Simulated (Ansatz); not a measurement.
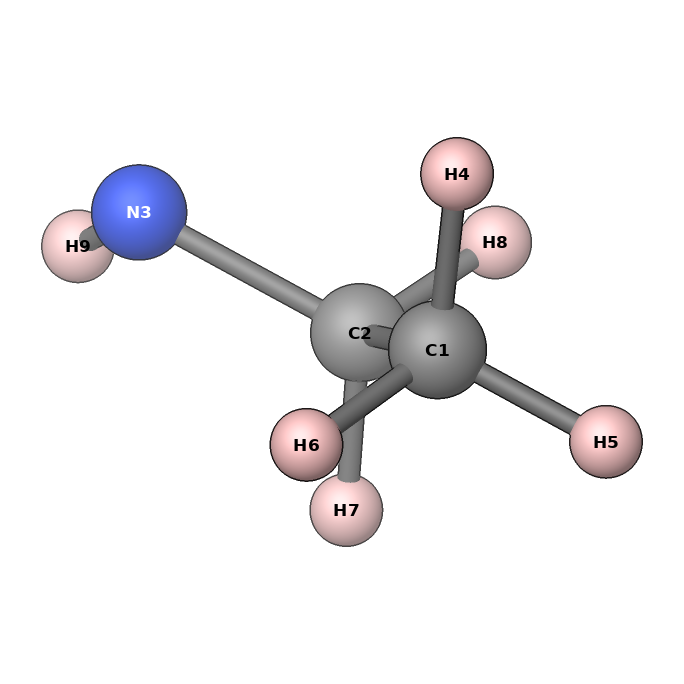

Simulated data, not a measurement (program: Ansatz).

C2 lies behind C1. The molecule seen a little off the C1–C2 bond, C1 in front. Atoms fade into the background with distance from the viewer. State: neutral, doublet. Geometry: moved along internal coordinates away from the minimum.

Question: What is the torsion angle H4–C1–C2–N3? The sign is positive where the front bond must turn clockwise to cover the back bond.

Answer: −60°, synclinal (gauche). The bonds about C1–C2 are staggered.
